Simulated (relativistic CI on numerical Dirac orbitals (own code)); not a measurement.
# Cr⁸⁺: one ion under different settings

Aim: see what numerical and physical settings do to the SCF, the total energy and the lowest levels of Cr⁸⁺.

Program: relativistic CI on numerical Dirac orbitals (own code) version 3. Level of theory: Dirac-Coulomb-Breit CI, KLI orbitals optimised for each configuration, model QED (radiative potential, 1s self-energy scaled to tabulated hydrogen-like ionisation energies), numerical settings as typed. These are calculated values, not measurements, unless marked.

## (1) Starting point

| Quantity | Value |
| --- | --- |
| ion | Cr⁸⁺ (Cr IX) |
| nuclear charge | 24 |
| electrons | 16 |
| isotope | A = 52 |

## (2) The usual input

Settings, as recorded:

```ini
atom Cr  Z=24  charge=8  electrons=16
nucleus A=52  rms_radius_fm=3.6452
hamiltonian dirac-coulomb  breit=on  qed=on  c_scale=1
orbitals kli  potential=per-configuration
slater_scale 1
correlation none
mixing on
grid step=0.0125 r_max=11.4
scf mixing=0.4 start=green max_iterations=150 tolerance=2e-08 node_fill=0.05
configurations
  [Ne] 3s2 3p4
  [Ne] 3s 3p5
  [Ne] 3p6
  [Ne] 3s2 3p3 3d
  [Ne] 3s2 3p2 3d2
end
```

Command:

```
$ python run_levels.py task.json out
```

One command runs all members of the session, one after another, from task.json.

## (3) QED terms off, Breit term off

Changes to the settings of step 2:

```diff
@@ -2,3 +2,3 @@
 nucleus A=52  rms_radius_fm=3.6452
-hamiltonian dirac-coulomb  breit=on  qed=on  c_scale=1
+hamiltonian dirac-coulomb  breit=off  qed=off  c_scale=1
 orbitals kli  potential=per-configuration
```

## (4) Iteration limit 30, tolerance 1e-06, Slater scale 1.2

Settings, as recorded:

```ini
atom Cr  Z=24  charge=8  electrons=16
nucleus A=52  rms_radius_fm=3.6452
hamiltonian dirac-coulomb  breit=on  qed=on  c_scale=1
orbitals kli  potential=per-configuration
slater_scale 1.2
correlation none
mixing on
grid step=0.0125 r_max=11.4
scf mixing=0.4 start=green max_iterations=30 tolerance=1e-06 node_fill=0.05
configurations
  [Ne] 3s2 3p4
  [Ne] 3s 3p5
  [Ne] 3p6
  [Ne] 3s2 3p3 3d
  [Ne] 3s2 3p2 3d2
end
```

## (5) Potential mixing 0.7

Changes to the settings of step 4:

```diff
@@ -4,3 +4,3 @@
 orbitals kli  potential=per-configuration
-slater_scale 1.2
+slater_scale 1
 correlation none
@@ -8,3 +8,3 @@
 grid step=0.0125 r_max=11.4
-scf mixing=0.4 start=green max_iterations=30 tolerance=1e-06 node_fill=0.05
+scf mixing=0.7 start=green max_iterations=150 tolerance=2e-08 node_fill=0.05
 configurations
```

## (6) Node fill 0.01

Changes to the settings of step 5:

```diff
@@ -8,3 +8,3 @@
 grid step=0.0125 r_max=11.4
-scf mixing=0.7 start=green max_iterations=150 tolerance=2e-08 node_fill=0.05
+scf mixing=0.4 start=green max_iterations=150 tolerance=2e-08 node_fill=0.01
 configurations
```

## (7) Node fill 5

Changes to the settings of step 6:

```diff
@@ -8,3 +8,3 @@
 grid step=0.0125 r_max=11.4
-scf mixing=0.4 start=green max_iterations=150 tolerance=2e-08 node_fill=0.01
+scf mixing=0.4 start=green max_iterations=93 tolerance=2e-08 node_fill=5
 configurations
```

(Steps that only read results are left out.)

What does the calculation give? Wanted: lowest level, usual settings; total energy; first excitation.

As calculated:

| setting | total energy less usual (Ha) | largest shift of a level among the lowest eight of both runs, same label and place (cm⁻¹) | SCF iterations | time | lowest level | kind of change |
| --- | --- | --- | --- | --- | --- | --- |
| usual | 0 | 0 | 51 | 0.27 s | 3p4 3P2 | - |
| QED terms off, Breit term off | -0.592 | 600 | 51 | 0.18 s | 3p4 3P2 | model term |
| iteration limit 30, tolerance 1e-06, Slater scale 1.2 | -0.0425 | 9830 | 42 | 0.25 s | 3p4 3P2 | model term |
| potential mixing 0.7 | 0 | 0 | 41 | 0.21 s | 3p4 3P2 | numerical |
| node fill 0.01 | 0.000771 | 59.4 | 50 | 0.23 s | 3p4 3P2 | numerical |
| node fill 5 | 0.144 | 779 | 53 | 0.23 s | 3p4 3P2 | unsound |

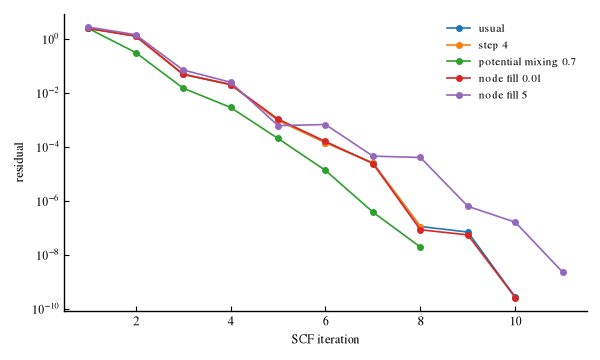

Residual of the first configuration's SCF.

| quantity | value |
| --- | --- |
| lowest level, usual settings | 3p4 3P2 |
| total energy | -1027.2743 Ha |
| first excitation | 7780.4 cm⁻¹ |

In words: Among the runs whose levels can be followed, they move most under «iteration limit 30, tolerance 1e-06, Slater scale 1.2» (model term), by up to 9830 cm⁻¹. No visible change in the result comes from «potential mixing 0.7». Only the listed configurations are in the model.
